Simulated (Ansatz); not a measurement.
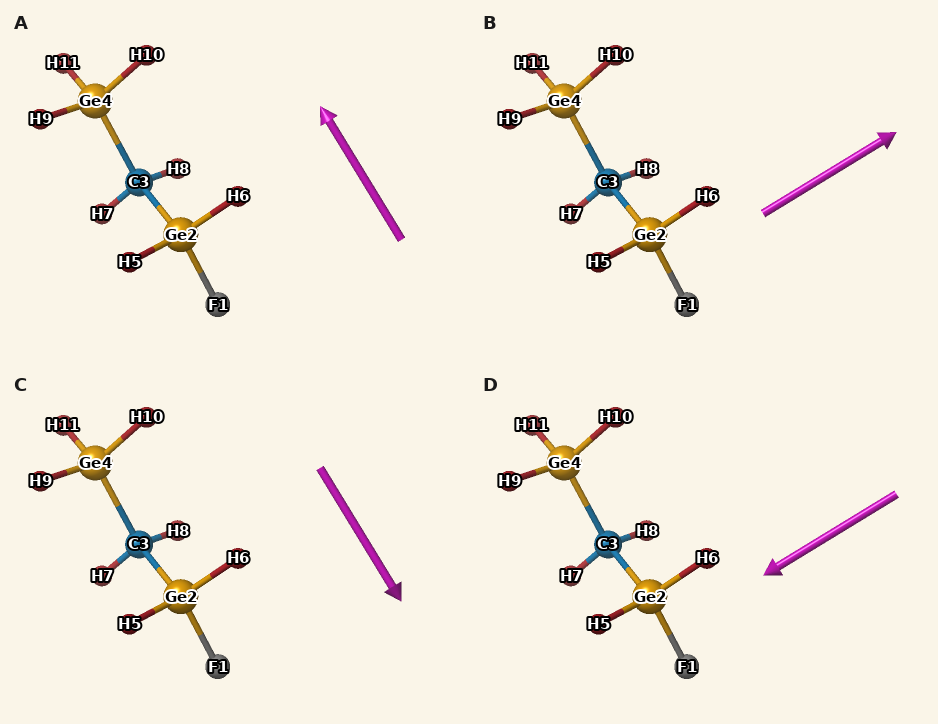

The same molecule four times, each with an arrow. The computed structure is the end point of a PBE-D4/def2-SVP optimisation. No frequency run is at hand to confirm it as a minimum. Level of theory: RKS PBE-D4/def2-SVP (Ansatz 0.2.0).

Which arrow points along the dipole moment, from the negative to the positive end?

A. The dipole moment is 1.85 D; it points from the side of F1 to the side of H11 (the outermost atoms at the two ends).
